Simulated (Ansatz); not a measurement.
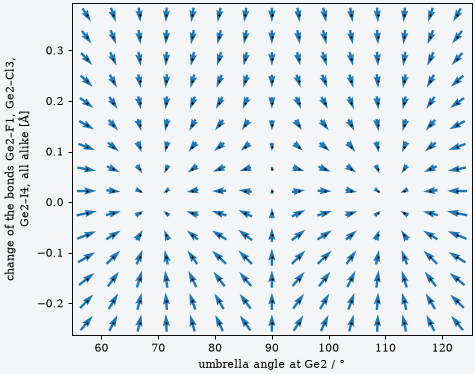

ClFGeI, SMILES [F][Ge]([Cl])[I], spin multiplicity 2. 
- The first coordinate is: umbrella angle at Ge2 (between each of its bonds and their common axis; 90 is planar); the second: change of the bonds Ge2–F1, Ge2–Cl3, Ge2–I4, all alike.
- Nothing is relaxed (all other coordinates rigid).
- The scan uses a 15 × 15 grid; 120 points were computed and 105 follow by symmetry.
- Points are written as (first, second).
- Level of theory: UKS PBE-D4/def2-SVP in Ansatz 0.2.0.

Drawn: dots at the grid points, arrows along the force (downhill), their lengths compressed.

Question: The arrows alone are given. Where are the wells?

Answer: The arrows converge at about (69°, 0.000 Å); about (111°, 0.00 Å) (read from the interpolated surface).

The energy map of the same scan:

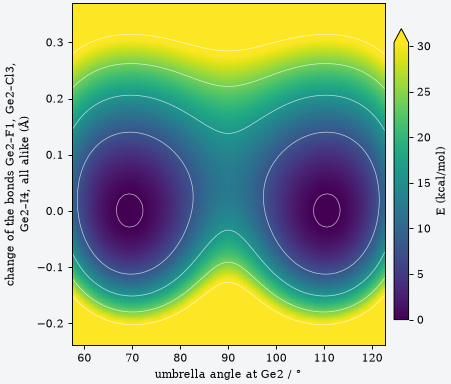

Energies are in kcal/mol, from the lowest grid point; between grid points the surface is interpolated.
